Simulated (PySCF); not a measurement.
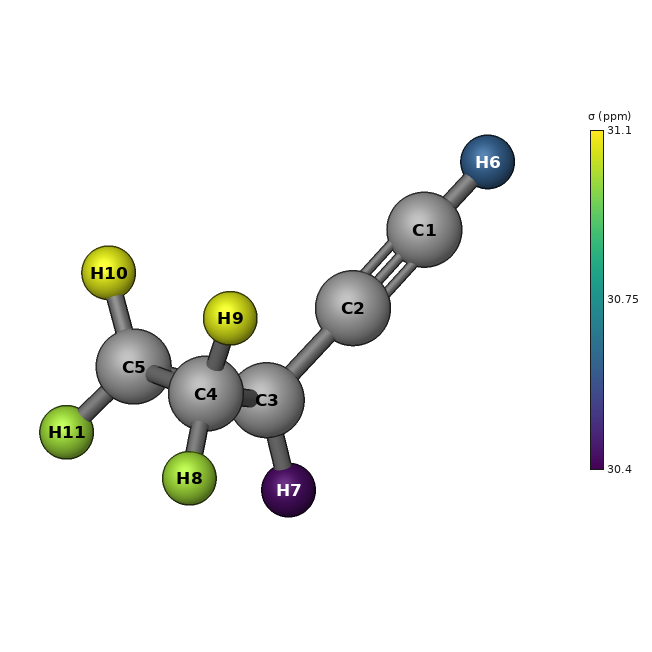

Atoms are coloured by their isotropic NMR shieldings (H only, the others grey). The computed structure is the end point of a GFN2-xTB optimisation. No frequency run is at hand to confirm it as a minimum. Method: GIAO PBE0/pcSseg-1 NMR shielding, non-relativistic, gas phase (PySCF 2.14.0).

List the isotropic NMR shieldings of the H atoms.

```json
{"atom": "H6", "σ (ppm)": "30.61"}
{"atom": "H7", "σ (ppm)": "30.42"}
{"atom": "H8", "σ (ppm)": "31.00"}
{"atom": "H9", "σ (ppm)": "31.06"}
{"atom": "H10", "σ (ppm)": "31.06"}
{"atom": "H11", "σ (ppm)": "31.00"}
```
